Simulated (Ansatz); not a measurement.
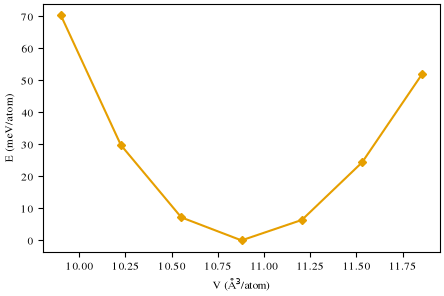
Figure: V$_{2}$SiN in space group P6_3/mmc (No. 194; V on 4f, Si on 2d, N on 2a) under volume change, plane-wave PAW PBEsol (Ansatz code), shape and atoms relaxed at each volume.

What does a third-order Birch–Murnaghan fit give for V₀, B₀ and B′?

V₀ = 10.88 Å³/atom, B₀ = 218 GPa, B′ = 4.1.

The start of the workflow was typed in or built on a structure type; neither database checked (COD, Materials Project) lists it. Its standing as an ambient phase is unchecked. The PBEsol relaxation kept the symmetry of its start; whether a distortion lowers the energy is not shown. The workflow began spin-polarised and lost its moments.

Potentials: the later of the program's two PAW sets.
